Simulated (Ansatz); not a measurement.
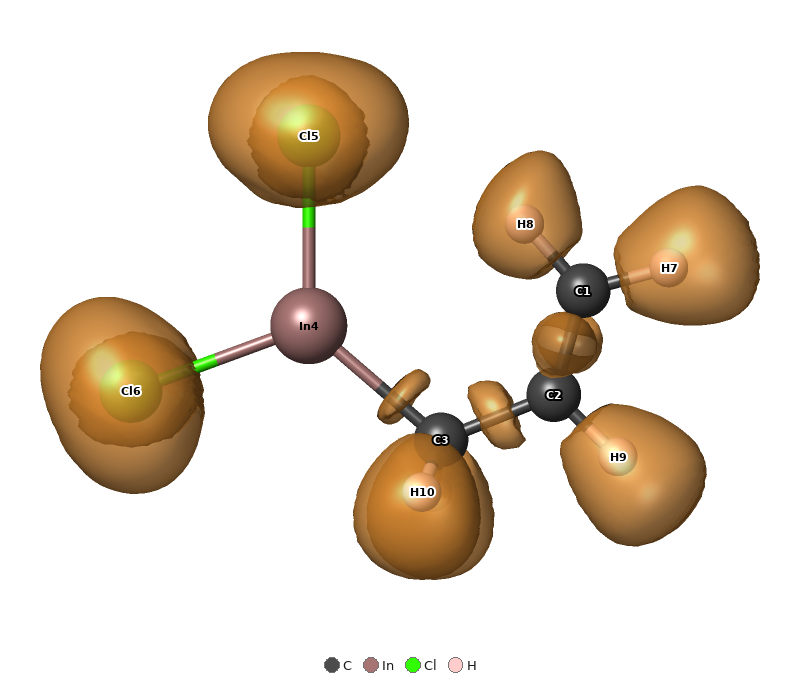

Figure 1: C$_{3}$H$_{5}$Cl$_{2}$In. Isosurface of the electron localisation function at 0.8 (orange), seen across its widest extent. Only the valence region is drawn (cores and ρ < 0.01 e/Å³ removed).

Geometry: PBE0-D4/def2-TZVP; core potentials replace the inner electrons of In.

These are results of RKS PBE0-D4/def2-TZVPP (Ansatz 0.2.0), not measurements.

```xyz
11

C    -0.0665   -0.8334   -1.5693
C    -0.3687   -1.2220   -0.3393
C    -0.2607   -0.4289    0.9178
In    0.4503    1.5856    0.7597
Cl    1.1424    2.8032   -1.0933
Cl    0.6085    2.8873    2.6846
H    -0.1876   -1.5058   -2.4103
H     0.3113    0.1606   -1.7929
H    -0.7424   -2.2368   -0.1987
H     0.4073   -0.9141    1.6376
H    -1.2287   -0.3527    1.4244
```

> Describe the localisation domains.

At this value the surface marks out two regions between bonded C–C atoms (shared pairs), five regions around hydrogen nuclei, one lobe of the valence shell of C pointing towards In (polar bonds) and two regions wrapped around Cl (the valence shell of each). Profiles from the grid: C–C (1.32 Å): the ELF peaks at about 0.95 between the atoms; a short, multiple covalent bond. C–In (2.14 Å): the ELF peaks at about 0.90 in the valence shell of C, 0.7 Å from its nucleus, and drops to about 0.20 between the two atoms.
